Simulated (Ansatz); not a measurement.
# CHAl₂ (quartet): inputs that go wrong at a displaced geometry (v1)

3 inputs are run for CHAl₂ (quartet) as typed; the log has to tell whether the result can be used and what must change.

The runs use Ansatz 0.2.0, Gaussian basis; the settings change from run to run.

28 further runs of the same task are left out: 16 that didn't finish, 12 set aside as unsound or not needed.

## Step 1: What is computed

The geometry is a PBE0/def2-TZVP stationary point (not a proven minimum) with its atoms shifted at random (size 0.040 Å).

4 atoms, charge 0, spin multiplicity 4.

Atoms are counted from 1 here; the program's logs count them from 0.

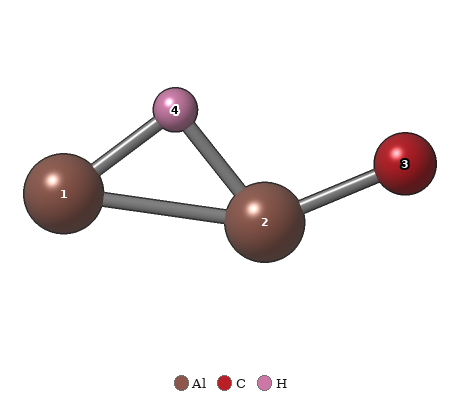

The geometry (aluminium brown, carbon red, hydrogen pink); atoms are numbered from 1 in the order of the file.

## Step 2: Attempt 1

Contents of in.yaml:

```yaml
crystal:
  periodic: [false, false, false]
  atoms:
    - {symbol: Al, position_ang: [-0.007278, 0.094845, 1.889569]}
    - {symbol: Al, position_ang: [-0.008111, -0.326506, -0.745096]}
    - {symbol: C, position_ang: [0.039853, 0.421933, -2.604826]}
    - {symbol: H, position_ang: [-0.062924, 1.173548, 0.402925]}
basis:
  gaussian: {orbitals: STO-3G}
correlation: {method: sc_nevpt2, electrons: outside_noble_gas, active_space: {window: {electrons: 5, orbitals: 5}}}
scf: {lower_state_search: off}
magnetization: {spin_polarized: true, initial_magnetization: 3}
```

The run is started by

```sh
> ansatz run in.yaml --threads 1 --pin off --events-out ev --progress --plain --max-ram 2393MiB
```

Output:

```text
Error: invalid value for `correlation.active_space`: it starts from restricted Hartree–Fock orbitals; set hamiltonian.xc: hf without magnetization.spin_polarized
```

Run time: 0.07 s. Hardware: 1 thread of Intel Xeon at 2.50GHz, shared host.

What is wrong: The run was refused. An active space is asked on unrestricted orbitals. To mend it, drop spin_polarized: true.

## Step 3: Attempt 2

Contents of in.yaml:

```yaml
crystal:
  periodic: [false, false, false]
  atoms:
    - {symbol: Al, position_ang: [-0.007278, 0.094845, 1.889569]}
    - {symbol: Al, position_ang: [-0.008111, -0.326506, -0.745096]}
    - {symbol: C, position_ang: [0.039853, 0.421933, -2.604826]}
    - {symbol: H, position_ang: [-0.062924, 1.173548, 0.402925]}
basis:
  gaussian: {orbitals: STO-3G}
correlation: {method: fic_mrcisd_q, electrons: outside_noble_gas, active_space: {window: {electrons: 5, orbitals: 5}}}
accuracy: high
scf: {omitted_lower_state_checks: [cluster_reference]}
magnetization: {spin_polarized: true, initial_magnetization: 3}
```

Same command.

Output:

```text
Error: invalid value for `correlation.active_space`: it starts from restricted Hartree–Fock orbitals; set hamiltonian.xc: hf without magnetization.spin_polarized
```

Run time: 0.05 s. Hardware: 1 thread of Intel Xeon at 2.50GHz, shared host.

**Diagnosis.** The run was refused. An active space is asked on unrestricted orbitals. Fix: drop spin_polarized: true.

## Step 4: Attempt 3

Contents of in.yaml:

```yaml
crystal:
  periodic: [false, false, false]
  atoms:
    - {symbol: Al, position_ang: [-0.007278, 0.094845, 1.889569]}
    - {symbol: Al, position_ang: [-0.008111, -0.326506, -0.745096]}
    - {symbol: C, position_ang: [0.039853, 0.421933, -2.604826]}
    - {symbol: H, position_ang: [-0.062924, 1.173548, 0.402925]}
basis:
  gaussian: {orbitals: cc-pVDZ}
correlation: {method: fic_mrcisd_q, electrons: outside_noble_gas, active_space: {window: {electrons: 5, orbitals: 5}}}
accuracy: high
magnetization: {spin_polarized: true, initial_magnetization: 3}
```

Same command.

Output:

```text
Error: invalid value for `correlation.active_space`: it starts from restricted Hartree–Fock orbitals; set hamiltonian.xc: hf without magnetization.spin_polarized
```

It took 0.07 s on 1 thread of Intel Xeon at 2.50GHz, shared host.

**Diagnosis.** The run was refused. An active space is asked on unrestricted orbitals. To mend it, drop spin_polarized: true.

## Step 5: Summary

| attempt | level | ended | cause | time |
| --- | --- | --- | --- | --- |
| 1 | NEVPT2(5,5)/STO-3G | refused | an active space is asked on unrestricted orbitals | 0.07 s |
| 2 | MRCISD+Q(5,5)/STO-3G | refused | an active space is asked on unrestricted orbitals | 0.05 s |
| 3 | MRCISD+Q(5,5)/cc-pVDZ | refused | an active space is asked on unrestricted orbitals | 0.07 s |

3 refused.
